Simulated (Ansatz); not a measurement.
**Convergence study of the k-point mesh for InP (R3m, 2 atoms in the cell)**

```xyz
2
Lattice="0.0000 2.9262 2.9262 2.9262 0.0000 2.9262 2.9262 2.9262 0.0000" Properties=species:S:1:pos:R:3 pbc="T T T"
In     0.0289     0.0289     0.0289
P      1.4631     1.4631     1.4631
```

Computed with LDA (PW92), default PAW files made with PBE (plane waves; Ansatz, a program for electronic structure).

Base settings: basis.ecutwfc = 420 eV; kpoints.mp_grid.grid = 7 7 7; hamiltonian.xc = lda; hamiltonian.pseudopotentials = {kind: paw} (the program's default PAW files); scf.occupations.method = fermi_dirac; scf.occupations.width = 0.02 eV.

The second cell is the first with its lattice scaled by 0.98.

Only quantities that move along the ladder and can be compared are tabulated.

The count of work is k-points × plane waves × bands × iterations; it is no time. 

The starting cell has typed, rounded lattice constants, without a prior relaxation at this level. Its lattice was rescaled by up to half a per cent. One atom was moved a little off its site on purpose. Ansatz's pressure includes its estimate of the finite-basis (Pulay) stress.

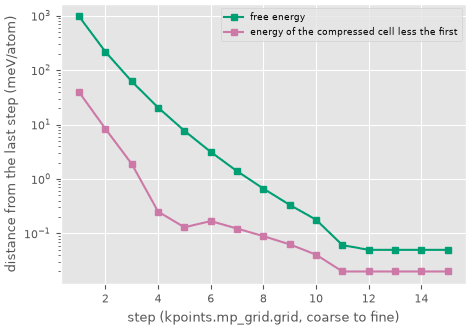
Figure: Distance from the last step along the ladder; very small values are drawn at a floor.

| kpoints.mp_grid.grid | free energy less the last step's (meV/atom) | energy of the compressed cell less the first (meV/atom) | pressure (GPa) | largest difference of a force vector from the last step's (eV/Å) | gap on the mesh (eV) | count of work / last |
|---|---|---|---|---|---|---|
| 2 2 2 | 967.46 | 52.16 | 3.11 | 0.033 | 0.291 | 0.0045 |
| 3 3 3 | 217.31 | 21.09 | -0.02 | 0.014 | 0.396 | 0.0067 |
| 4 4 4 | 62.05 | 14.61 | -0.67 | 0.006 | 0.431 | 0.015 |
| 5 5 5 | 20.57 | 12.97 | -0.82 | 0.002 | 0.443 | 0.021 |
| 6 6 6 | 7.67 | 12.59 | -0.85 | 0.001 | 0.448 | 0.036 |
| 7 7 7 | 3.14 | 12.55 | -0.85 | 0.001 | 0.451 | 0.049 |
| 8 8 8 | 1.39 | 12.60 | -0.85 | 0.000 | 0.452 | 0.073 |
| 9 9 9 | 0.67 | 12.63 | -0.84 | 0.000 | 0.452 | 0.095 |
| 10 10 10 | 0.33 | 12.66 | -0.84 | 0.000 | 0.452 | 0.13 |
| 11 11 11 | 0.18 | 12.68 | -0.84 | 0.000 | 0.453 | 0.16 |
| 13 13 13 | 0.06 | 12.70 | -0.83 | 0.000 | 0.453 | 0.26 |
| 14 14 14 | 0.04 | 12.71 | -0.83 | 0.000 | 0.453 | 0.32 |
| 15 15 15 | 0.02 | 12.71 | -0.83 | 0.000 | 0.453 | 0.39 |
| 17 17 17 | 0.01 | 12.72 | -0.83 | 0.000 | 0.453 | 0.55 |
| 19 19 19 | 0.00 | 12.72 | -0.83 | 0.000 | 0.453 | 0.75 |
| 21 21 21 | 0.00 | 12.72 | -0.83 | 0.000 | 0.453 | 1.0 |

Coarsest kpoints.mp_grid.grid that holds the forces within 0.005 eV/Å of the last step, with all finer ones: 5 5 5, at 0.021 of the last step's count of work; the step before is off by 0.006 eV/Å.

Coarsest kpoints.mp_grid.grid that holds the pressure within 0.1 GPa of the last step, with all finer ones: 5 5 5, at 0.021 of the last step's count of work; the step before is off by 0.16 GPa.

The energy difference between the two cells stays within 1 meV/atom of the last step's from 5 5 5 on, the total only from 9 9 9 on: much of the error is common to both cells and cancels.

Keys are those of Ansatz 0.2.
